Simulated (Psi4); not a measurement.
**AlGeNH4O (SMILES [NH2][GeH]1[O][AlH]1) at wB97X-V/6-31G(d) (spherical functions)**

What is the vertical ionisation energy of AlGeNH4O at wB97X-V/6-31G* (spherical functions)? 

The calculation is run with Psi4 1.11.

1 further run of the same task is left out (set aside as unsound or not needed). Runs told in other sessions of the task aren't counted.

### Step 1. The structure to begin with

The species is AlGeNH4O (8 atoms), meant as a singlet with charge 0. SMILES: `[NH2][GeH]1[O][AlH]1`. The coordinates come from a PBE0-D4/def2-TZVP relaxation. This is one conformer, not always the lowest.

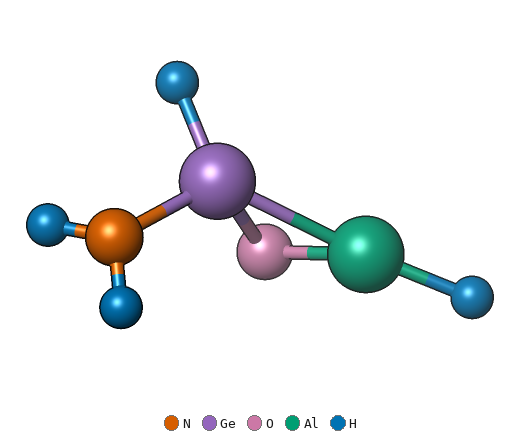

Viewed from a chosen angle; nitrogen orange, germanium purple, oxygen pink, aluminium teal, hydrogen blue.

### Step 2. The energy at wB97X-V/6-31G(d) (spherical functions)

The input, algeh4no.json:

```json
{
 "schema_name": "qcschema_input",
 "schema_version": 1,
 "molecule": {
  "schema_name": "qcschema_molecule",
  "schema_version": 2,
  "symbols": ["N", "Ge", "O", "Al", "H", "H", "H", "H"],
  "geometry": [-1.89104893, 2.51409164, 0.97207512, 0.45183352, 0.00018897, 1.18466931, 2.22515251, -0.65384524, -1.85854564, 0.81541682, -3.50903244, -1.45338836, -1.25213253, 4.30177255, 1.15632342, -3.17870831, 2.40221985, -0.42726708, 2.33929197, 0.9673508, 3.18494441, 0.66461668, -6.13046052, -2.86406891],
  "molecular_charge": 0,
  "molecular_multiplicity": 1,
  "fix_symmetry": "c1"
 },
 "driver": "energy",
 "model": {
  "method": "wb97x-v",
  "basis": "6-31G*"
 },
 "keywords": {
  "puream": true,
  "e_convergence": 1e-09,
  "d_convergence": 1e-08,
  "scf_type": "pk",
  "dft_radial_points": 99,
  "dft_spherical_points": 590
 }
}
```

Command:

```console
$ psi4 --qcschema algeh4no.json -n 1 --memory 2200MB
```

stdout:

```text
[...]
  Running in c1 symmetry.
[...]
  Nuclear repulsion =  340.293350484483199
[...]
  Multiplicity = 1
[...]
  Nalpha       = 32
  Nbeta        = 32
[...]
    Number of basis functions: 86
[...]
   @RKS iter   1: -2449.72347343540332   -2.49995e+00   3.16143e-02 DIIS/ADIIS
[...]
   @RKS iter  14: -2451.25372759215088   -3.63798e-12   4.07922e-09 DIIS
[...]
    Orbital Energies [Eh]
    ---------------------
    Doubly Occupied:
       1A   -398.555042     2A    -56.077846     3A    -49.837819
       4A    -44.353189     5A    -44.351962     6A    -44.351519
       7A    -19.189586     8A    -14.399769     9A     -6.342925
      10A     -4.516384    11A     -4.513172    12A     -4.511871
      13A     -4.262656    14A     -2.810255    15A     -2.805482
      16A     -2.802846    17A     -1.326367    18A     -1.324171
      19A     -1.321568    20A     -1.319914    21A     -1.318486
      22A     -1.036841    23A     -0.962588    24A     -0.639281
      25A     -0.591551    26A     -0.519189    27A     -0.486212
      28A     -0.456974    29A     -0.436315    30A     -0.392890
      31A     -0.358467    32A     -0.306277
[...]
  @RKS Final Energy: -2451.25372759215088
   => Energetics <=
    Nuclear Repulsion Energy =            340.2933504844831987
    One-Electron Energy =               -4090.7813664250234069
    Two-Electron Energy =                1386.4542700290048742
    DFT Exchange-Correlation Energy =     -87.4824328572341159
    Empirical Dispersion Energy =           0.0000000000000000
    VV10 Nonlocal Energy =                  0.2624511766182587
    Total Energy =                      -2451.2537275921508808
[...]
 Multipole Moments:
 ------------------------------------------------------------------------------------
     Multipole            Electronic (a.u.)      Nuclear  (a.u.)        Total (a.u.)
 ------------------------------------------------------------------------------------
 L = 1.  Multiply by 2.5417464519 to convert [e a0] to [Debye]
 Dipole X            :          1.2704123           -1.7206821           -0.4502698
 Dipole Y            :         -1.0600660            0.7239704           -0.3360957
 Dipole Z            :          3.7521885           -3.7933523           -0.0411638
 Magnitude           :                                                    0.5633806
[...]
```

The result, in JSON:

```text
{
 "driver": "energy",
 "model": {
  "method": "wb97x-v",
  "basis": "6-31G*"
 },
 "success": true,
 "return_result": -2451.253727592151,
 "properties": {
  "calcinfo_nbasis": 86,
  "calcinfo_nmo": 86,
  "calcinfo_nalpha": 32,
  "calcinfo_nbeta": 32,
  "calcinfo_natom": 8,
  "nuclear_repulsion_energy": 340.2933504844832,
  "return_energy": -2451.253727592151,
  "scf_one_electron_energy": -4090.7813664250234,
  "scf_two_electron_energy": 1386.4542700290049,
  "scf_vv10_energy": 0.26245117661825873,
  "scf_xc_energy": -87.48243285723412,
  "scf_dipole_moment": [-0.4502698207940552, -0.33609565661063634, -0.04116377137038807],
  "scf_total_energy": -2451.253727592151,
  "scf_iterations": 14
 }
}
```

Wall time 2.4 min (1 thread of Intel Xeon Platinum 8375C at 2.90GHz (Ice Lake), shared host); peak memory 1.2 GiB.

### Step 3. The doublet cation at the same level

The input, run_ase.py:

```python
import numpy as np
from ase.calculators.psi4 import Psi4
from ase import Atoms

a = Atoms(['N', 'Ge', 'O', 'Al', 'H', 'H', 'H', 'H'], positions=[
    [-1.000700, 1.330400, 0.514400],
    [0.239100, 0.000100, 0.626900],
    [1.177500, -0.346000, -0.983500],
    [0.431500, -1.856900, -0.769100],
    [-0.662600, 2.276400, 0.611900],
    [-1.682100, 1.271200, -0.226100],
    [1.237900, 0.511900, 1.685400],
    [0.351700, -3.244100, -1.515600],
])
calc = Psi4(atoms=a, method='wb97x-v', basis='6-31G*', memory='2200MB', num_threads=1, charge=1, multiplicity=2, label='psi4-calc', reference='uks')
calc.psi4.set_options({'puream': True, 'e_convergence': 1e-09, 'd_convergence': 1e-08, 'scf_type': 'pk', 'dft_radial_points': 99, 'dft_spherical_points': 590, 'maxiter': 100})
a.calc = calc

print(f'energy: {a.get_potential_energy():.6f} eV')
```

Command:

```console
$ python run_ase.py
```

psi4-calc.dat:

```text
[...]
  Running in c1 symmetry.
[...]
  Nuclear repulsion =  340.293350251446270
[...]
  Multiplicity = 2
[...]
  Nalpha       = 32
  Nbeta        = 31
[...]
    Number of basis functions: 86
[...]
   @UKS iter   1: -2449.56153810081651   -2.33802e+00   3.10525e-02 DIIS/ADIIS
[...]
   @UKS iter  20: -2450.95006585415149   -1.86446e-11   9.08119e-09 DIIS
[...]
   @S^2 Observed:                7.582621507E-01
[...]
    Orbital Energies [Eh]
    ---------------------
    Alpha Occupied:
       1A   -398.798210     2A    -56.323299     3A    -50.081012
       4A    -44.597186     5A    -44.594842     6A    -44.594380
       7A    -19.465987     8A    -14.603688     9A     -6.586000
      10A     -4.760838    11A     -4.755974    12A     -4.753649
      13A     -4.506465    14A     -3.053233    15A     -3.051158
      16A     -3.045727    17A     -1.569510    18A     -1.567579
      19A     -1.564315    20A     -1.563154    21A     -1.561605
      22A     -1.309559    23A     -1.161613    24A     -0.874419
      25A     -0.788280    26A     -0.757474    27A     -0.720353
      28A     -0.691768    29A     -0.665466    30A     -0.633539
      31A     -0.578691    32A     -0.557211
[...]
  @UKS Final Energy: -2450.95006585415149
   => Energetics <=
    Nuclear Repulsion Energy =            340.2933502514462702
    One-Electron Energy =               -4075.7018854133848436
    Two-Electron Energy =                1371.5310231084129100
    DFT Exchange-Correlation Energy =     -87.3327048659910758
    Empirical Dispersion Energy =           0.0000000000000000
    VV10 Nonlocal Energy =                  0.2601510653658407
    Total Energy =                      -2450.9500658541510347
  UHF NO Occupations:
  HONO-2 :   30  A 1.9994738
  HONO-1 :   31  A 1.9970259
[...]
 Multipole Moments:
 ------------------------------------------------------------------------------------
     Multipole            Electronic (a.u.)      Nuclear  (a.u.)        Total (a.u.)
 ------------------------------------------------------------------------------------
 L = 1.  Multiply by 2.5417464519 to convert [e a0] to [Debye]
 Dipole X            :          1.2569698           -1.7206821           -0.4637124
 Dipole Y            :         -1.9056150            0.7239704           -1.1816447
 Dipole Z            :          3.4750074           -3.7933523           -0.3183449
 Magnitude           :                                                    1.3086851
[...]
```

The script printed:

```text
energy: -66693.748368 eV
```

Wall time 3.9 min (1 thread of Intel Xeon Platinum 8375C at 2.90GHz (Ice Lake), shared host); peak memory 1.3 GiB.

### Step 4. Summary of results

Level: wB97X-V/6-31G* (spherical functions).

```
                                          quantity           value
                    singlet AlGeNH4O: total energy  -2451.25373 Eh
                   singlet AlGeNH4O: dipole moment          1.43 D
                     singlet AlGeNH4O: HOMO energy        -8.33 eV
                     singlet AlGeNH4O: LUMO energy         0.72 eV
                   singlet AlGeNH4O: HOMO–LUMO gap         9.06 eV
                      doublet cation: total energy  -2450.95007 Eh
doublet cation: HOMO energy (highest over α and β)       -15.03 eV
 doublet cation: LUMO energy (lowest over α and β)        -8.22 eV
                              doublet cation: ⟨S²⟩           0.758
vertical ionisation energy (to the doublet cation)        8.263 eV
```

**Reading.** The vertical ionisation energy comes to 8.26 eV (191 kcal/mol). The negative HOMO energy of the first species, 8.33 eV, lies 0.07 eV above that difference.
